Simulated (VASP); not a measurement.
Band structure of Sc (hcp). Level of theory: PW91 GGA, VASP's PBE PAW potentials (set 64) (plane waves; VASP).

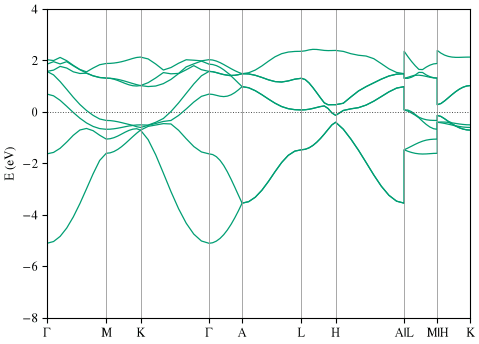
*Bands along high-symmetry lines, zero at the valence-band maximum or, without a gap, the Fermi level*

**Question.** Read the plot: is there a gap, and where are the band edges?

**Answer.** It has no gap at this level: it comes out as a metal or semimetal. (Edges off the drawn lines would not show.)

The compound is Sc in the hcp structure. It was relaxed first.
